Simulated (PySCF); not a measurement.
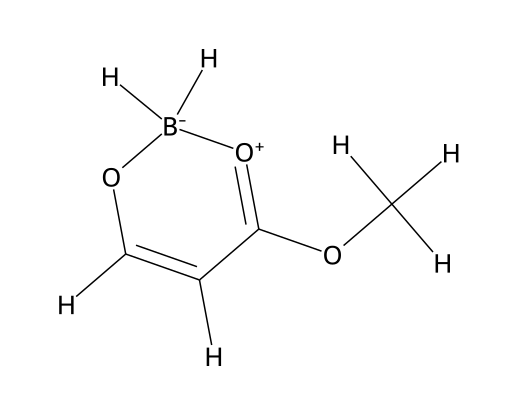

Skeletal drawing of a molecule.

Transcribe the drawing into SMILES.

COC1=[O+][BH2-]OC=C1

Give the formula, hydrogens included.

C4H7BO3.

An optimisation with PBE0-D3(BJ)/def2-SVP gave a structure of which point group?

C1.

More results for the same structure follow; atom numbers are the same in all pictures, views and colours differ. The geometry was computed by an optimisation with PBE0-D3(BJ)/def2-SVP. No frequency run is at hand to confirm it as a minimum.

## Shape

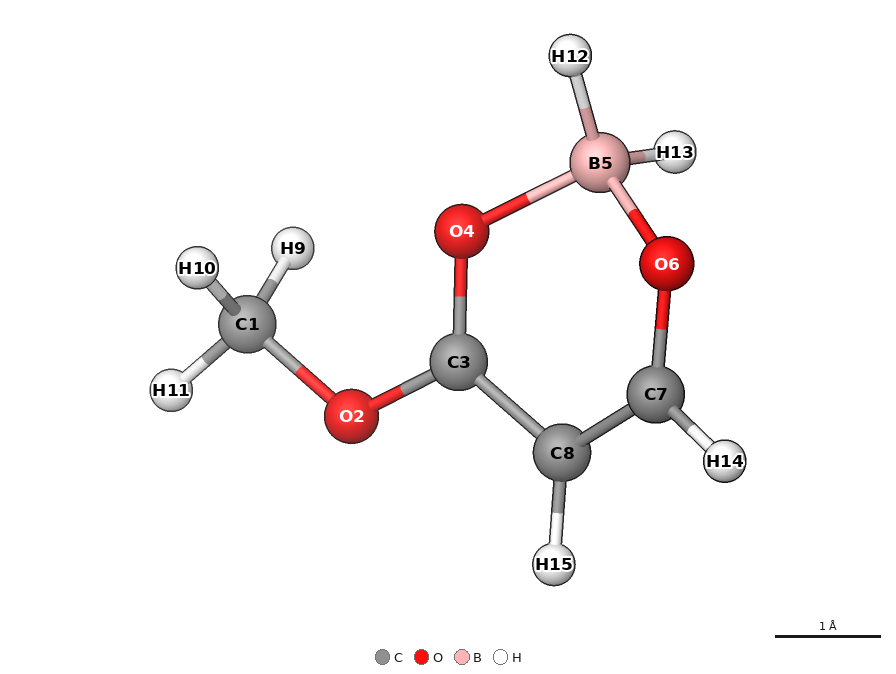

Numbered structure. No frequency run is at hand to confirm it as a minimum.

How are the neighbours of atom 1 arranged?

C1 has 4 neighbours (O2 at 1.42, H9 at 1.10, H10 at 1.10, H11 at 1.10 Å); the arrangement is tetrahedral.

Describe the coordination of atom 3.

C3 has 3 neighbours (O2 at 1.31, O4 at 1.26, C8 at 1.41 Å); the arrangement is trigonal planar.

How are the neighbours of atom 7 arranged?

C7 has 3 neighbours (O6 at 1.28, C8 at 1.38, H14 at 1.10 Å); the arrangement is trigonal planar.

How are the neighbours of atom 2 arranged?

O2 has 2 neighbours (C1 at 1.42, C3 at 1.31 Å); the arrangement is bent.

Which bond is the longest?

O4–B5, 1.555 Å.

What is the dihedral angle B5–O6–C7–C8?

15° in size, that is syn (eclipsed).

## Core levels

No frequency run is at hand to confirm it as a minimum. Method: delta-SCF UKS SCAN, pcX-2 on the ionised atom, pcseg-1 elsewhere, spin-free X2C (PySCF 2.14.0).

Give the core-electron binding energies (to vacuum) of C1 1s, O2 1s, C3 1s, O4 1s, B5 1s, O6 1s, C7 1s, C8 1s.

```tsv
atom	level	binding energy (eV)
C1	1s	293.1
O2	1s	540.2
C3	1s	295.0
O4	1s	539.1
B5	1s	195.9
O6	1s	538.6
C7	1s	293.0
C8	1s	290.7
```

## Ring current

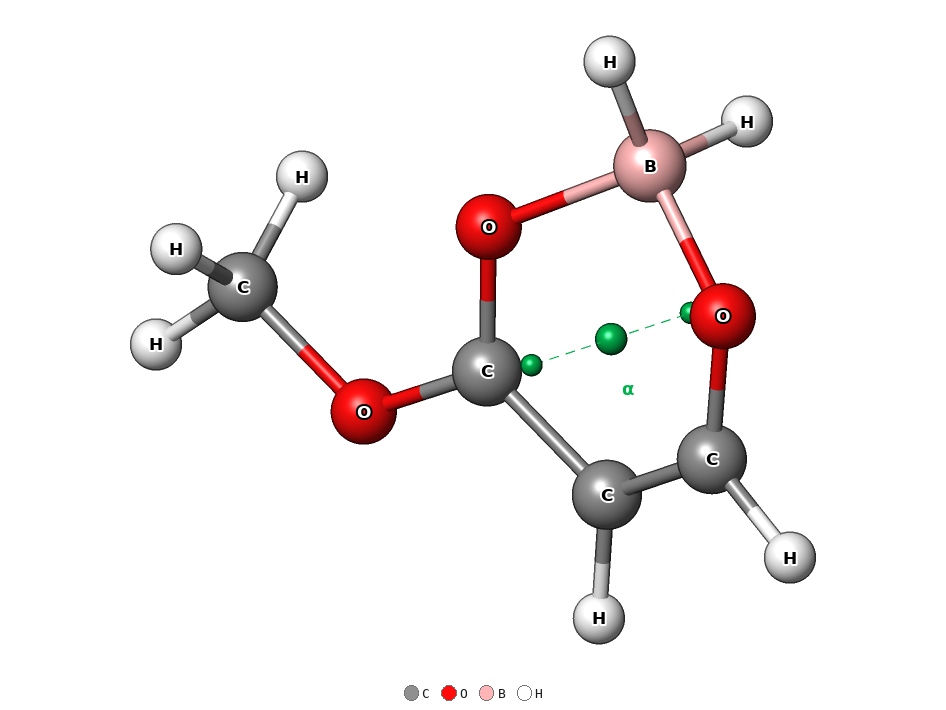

The small points mark where nucleus-independent chemical shifts (NICS) were computed: at the centre of each lettered ring and 1 Å above and below it. No frequency run is at hand to confirm it as a minimum. Level of theory: GIAO mPW1PW91/pcSseg-1 NMR shielding, non-relativistic, gas phase (PySCF 2.14.0).

Give NICS(0), NICS(1) and the out-of-plane component NICS(1)zz for each ring (means of the two sides).

```tsv
ring	members	NICS(0)	NICS(1)	NICS(1)zz
α	C3BO2	1.2	−0.8	3.4
```

Values in ppm.

What do the values say about the ring currents?

Ring α: weak, as in a non-aromatic ring. NICS is one index among several.

## Electronic properties

No frequency run is at hand to confirm it as a minimum. Properties computed with PBE0/def2-SVPD in acetone (IEF-PCM) (PySCF 2.14.0). Excitations: vertical, linear response.

Computed properties:

- dipole moment: 5.31 D
- HOMO energy (Kohn–Sham orbital): −7.12 eV
- LUMO energy (Kohn–Sham orbital): −1.64 eV
- HOMO–LUMO gap: 5.47 eV
- mean static polarisability: 98.7 bohr³
- lowest vertical singlet excitation: 4.41 eV
- its oscillator strength: 0.107
- brightest of the 6 lowest singlets: 6.04 eV
- its oscillator strength: 0.15
